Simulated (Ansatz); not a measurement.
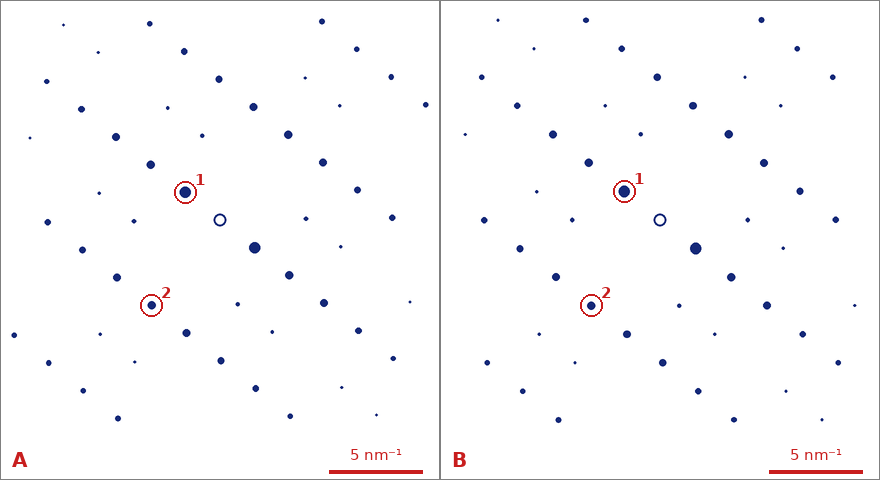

Kinematic electron diffraction patterns (120 kV, B = 0.5 Å², same scale) along [111] of the run's own cell, for the start and the end of one relaxation of GaH3 with DFT PBE, scalar-relativistic, plane waves, PAW in Ansatz. k mesh 12×12×8. The start is a generated model structure, and the relaxation ends in the nearest stationary point of its symmetry, not necessarily the ground state. Spot 1 is -1 1 0 and spot 2 is -1 -1 2 in both.

Start structure:

```yaml
crystal:
  lattice:
    - [4.67632, 0.00000, 0.00000]
    - [-2.33816, 4.04981, 0.00000]
    - [0.00000, 0.00000, 4.85808]
  atoms:
    - { symbol: Ga, position: [0.00000, 0.00000, 0.00000] }
    - { symbol: Ga, position: [0.00000, 0.00000, 0.50000] }
    - { symbol: H, position: [0.29113, 0.29113, 0.25000] }
    - { symbol: H, position: [0.00000, 0.29113, 0.75000] }
    - { symbol: H, position: [0.70887, 0.00000, 0.25000] }
    - { symbol: H, position: [0.70887, 0.70887, 0.75000] }
    - { symbol: H, position: [0.00000, 0.70887, 0.25000] }
    - { symbol: H, position: [0.29113, 0.00000, 0.75000] }
```

Which pattern belongs to the start structure, and which to the relaxed one?

Answer. B is the start: its cell gives d(1) = 4.050 Å, d(2) = 1.685 Å and an angle of 90.0°. A is the relaxed structure, with d(1) = 4.169 Å (+2.9 %), d(2) = 1.691 Å (+0.4 %) and 90.0°.

Summarise the relaxation behind the change.

Answer. The volume changed by +3.7 % to 11.93 Å³ an atom; with the mean shift removed, the atoms moved by up to 0.02 Å relative to the cell (H most); the space group stayed P6_3/mcm (No. 193); the free energy fell by 1.9 meV an atom. Relaxed cell: a = 4.814 Å, b = 4.814 Å, c = 4.754 Å, α = 90.00°, β = 90.00°, γ = 120.00°.
